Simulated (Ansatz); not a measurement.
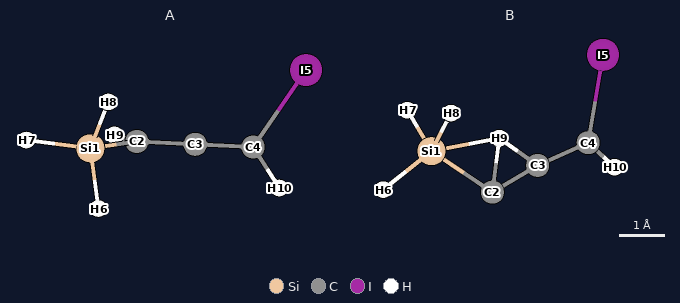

Two geometries of C$_{3}$H$_{5}$ISi, drawn at one scale. One is the start of a relaxation, the other its converged end. The picture is a ball-and-stick view, seen at a tilt.

All numbers below come from RKS PBE-D4/def2-SVP (Ansatz 0.2.0). Set-up: no spin polarisation; force threshold 0.02 eV/Å; at most 50 steps.

**Which of the two is the end point?**

Structure A is the relaxed one. The run prepares an end point of a later path (hydrogen shift) calculation, from a guessed geometry. Over 19 accepted moves (21 points after the start) the energy falls by 106.5 kcal/mol. Largest force component: 7 eV/Å at the start, 0.015 eV/Å at the end. The line search rejected the trial steps at points 14, 17 of the run. The forces were under the threshold at step 18, but the run went on from there. The largest move after the best rigid fit is that of H9, 1.84 Å. Largest moves by element: H 1.84 Å, C 1.46 Å, I 1.06 Å, Si 0.16 Å. Among the contacts that change: C3–H9 1.090 → 2.093 Å, Si1–H9 1.777 → 2.618 Å, C2–H9 1.256 → 1.108 Å, Si1–C2 1.759 → 1.893 Å. Bonds break: C3–H9 (1.09 → 2.09 Å). Among the angles between lasting bonds that change: C3–C2–H9 50.6° → 118.8°, Si1–C2–H9 70.0° → 119.1°, I5–C4–H10 123.1° → 113.4°.
